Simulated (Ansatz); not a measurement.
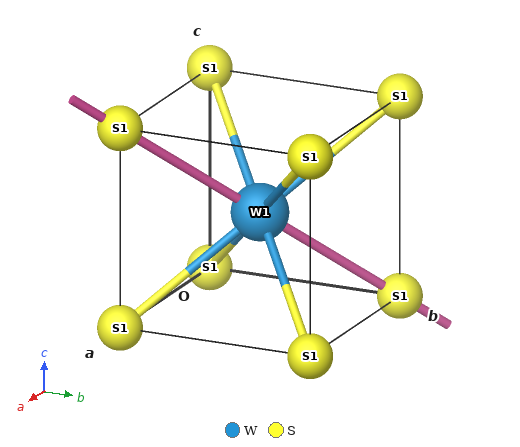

Crystal: WS, the geometry relaxed with DFT PBE, scalar-relativistic, plane waves, PAW in Ansatz; the starting structure was generated, so it need not be a known form of this composition. The coloured rod is the axis of a symmetry operation of the crystal. The drawing is computed from the coordinates (standard cell, symmetry found to 0.002 Å).

a = 3.008 Å, b = 3.008 Å, c = 3.008 Å, α = 90.00°, β = 90.00°, γ = 90.00°.

```tsv
atom	x	y	z
W1	0.5000	0.5000	0.5000
S1	0.0000	0.0000	0.0000
```

Take the operation x, y, z → z, −x+1, −y+1.

### What kind of operation is it, and where does it lie?

It is a 3-fold rotation, about the line along [1 −1 1] through (1/2, 1/2, 1/2).

### Onto which atom does it carry each atom (up to whole multiples of a, b and c)?

W1 → W1, S1 → S1.
